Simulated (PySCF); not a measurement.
CsRb

```xyz
2

Cs    0.0000    0.0000   -1.7616
Rb    0.0000    0.0000    2.7574
```

All numbers below come from PBE0/x2c-TZVPall, spin-free X2C-1e, Gaussian nucleus, at a bond length of 4.519 Å in PySCF.

Question: Predict the electron density and electron localisation function between the atoms.

Answer: Cs–Rb (4.52 Å): ρ is about 0.03 e/Å³ halfway; the ELF is about 0.30 at the midpoint.

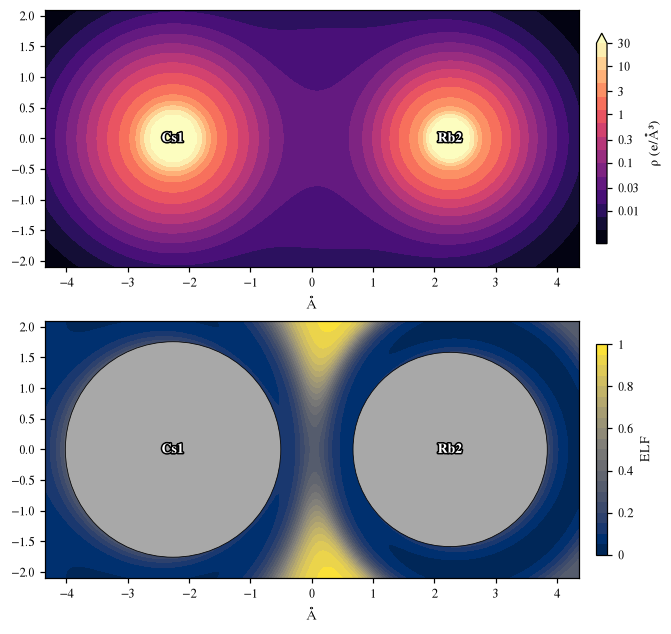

Computed electron density and electron localisation function on a plane that holds the molecular axis, in this order. Grey discs cover the atomic cores in the ELF map. 
